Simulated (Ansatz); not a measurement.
The calculation's input:

```
crystal:
  periodic: [false, false, false]
  atoms:
    - symbol: Cl
      position_ang: [-1.737767, -0.290465, 0.648956]
    - symbol: Ga
      position_ang: [-0.146218, 0.982051, 1.290081]
    - symbol: N
      position_ang: [0.945864, 0.416917, 2.605592]
    - symbol: O
      position_ang: [0.020926, 2.505091, 0.392558]
    - symbol: H
      position_ang: [1.605996, 1.017392, 3.086274]
    - symbol: H
      position_ang: [0.715272, -0.405919, 3.152121]
    - symbol: H
      position_ang: [0.771703, 3.041825, 0.676871]
basis:
  gaussian: {orbitals: def2-TZVPD}
hamiltonian: {xc: pbe0}
output: {forces: true, orbitals: {seedname: orbitals}}
```

Command:

```sh
ansatz run input.yaml --threads 2 --pin off --max-ram 4350MiB --events-out events.jsonl --progress --plain --runs-dir runs
```

Geometry: r2SCAN-D4/def2-SVP.

Level of theory: Ansatz 0.2.0, isolated molecule in a Gaussian basis; Kohn-Sham density functional theory, functional PBE0.

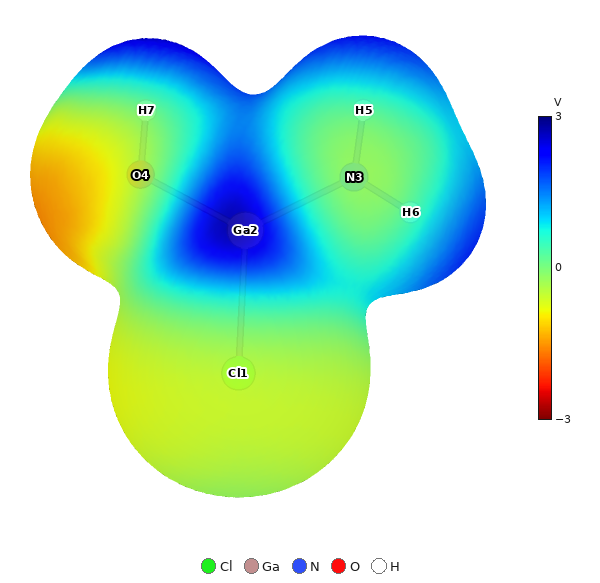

ClGaH3NO (SMILES [NH2][Ga]([OH])[Cl]). The electrostatic potential painted on the density surface at 0.002 e/bohr³, seen across its widest extent; the colour scale runs from red (negative) to blue (positive).

Which sites attract a positive test charge, and which a negative one?

Answer. A positive charge is drawn to the negative regions and a negative charge to the positive ones. The most negative region (about −1.5 V) lies over O4, the most positive (about +2.6 V) over Ga2 and H7. O4 is the likeliest acceptor of a hydrogen bond.

How polar is the molecule by this calculation?

Answer. Its dipole moment is 3.61 D.
